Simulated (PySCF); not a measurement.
| atom | x (Å) | y (Å) | z (Å) |
| --- | --- | --- | --- |
| C | 1.9210 | -0.0694 | 0.0333 |
| C | 0.4494 | 0.2740 | -0.1256 |
| B | 0.1195 | 1.7128 | -0.0732 |
| F | 0.1722 | 2.7975 | -0.7851 |
| C | -0.4602 | -0.7510 | -0.1302 |
| C | -1.9186 | -0.4982 | -0.2505 |
| F | -2.2895 | -0.2469 | -1.5720 |
| H | 2.1730 | -0.8847 | -0.6396 |
| H | 2.5551 | 0.7835 | -0.1953 |
| H | 2.1276 | -0.3891 | 1.0534 |
| H | -0.1244 | -1.7750 | -0.1440 |
| H | -2.2119 | 0.4044 | 0.3025 |
| H | -2.5177 | -1.3575 | 0.0637 |

Geometry: GFN2-xTB.

Method: UKS B3LYP, pcH-1 on B C F H, non-relativistic, mean-field spin-orbit, GIAO in PySCF 2.14.0, density-fitted response routines.

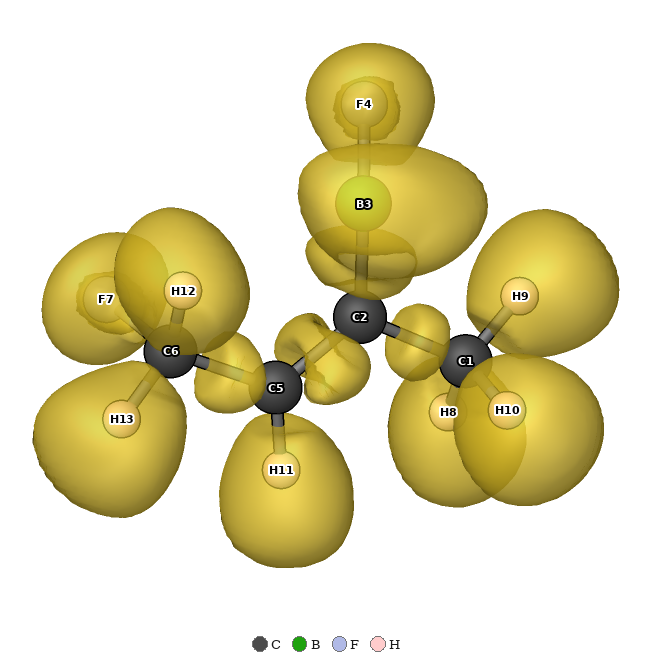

C4H6BF2 (doublet). Isosurface of the electron localisation function at 0.75 (yellow), seen at a tilt. Core shells and regions of very low density are left out.

**Describe the localisation domains.**

At this value the surface marks out three regions between bonded C–C atoms (shared pairs), six regions around hydrogen nuclei, one region on B in which the atom's valence shell and bonds are merged and two regions on F in which the atom's valence shell and bonds are merged. Profiles from the grid: B–F (1.30 Å): the ELF peaks at about 0.85 between the atoms, as expected for a shared but strongly polarised pair. C–C (1.37 Å): the ELF peaks at about 0.95 between the atoms: a covalent bond.
